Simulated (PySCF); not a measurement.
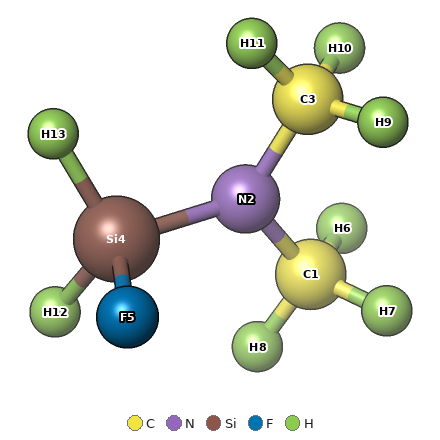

C₂H₈FNSi, SMILES CN(C)[SiH2]F. Vertical core-electron binding energies by ΔSCF (HF, pcX-2 on the ionised atom, pcseg-1 elsewhere, spin-free X2C; PySCF, at a PBE0-D3(BJ)/def2-SVP geometry (no frequency check)), gas phase, against the vacuum level. One atom of each kind was ionised; within a panel, areas follow the number of like atoms and 2j + 1 (2p levels are split by first-order spin-orbit coupling, an approximation), Gaussians of 0.6 eV full width. Only the regions named are shown. Lines closer than the width merge in the curve.

> Predict the Si 2p photoelectron lines.

```tsv
level	atoms	binding energy (eV)
Si 2p1/2	Si4	108.1
Si 2p3/2	Si4	107.5
```

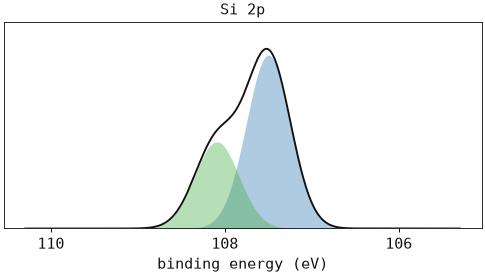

Note: one conformer of a flexible molecule.
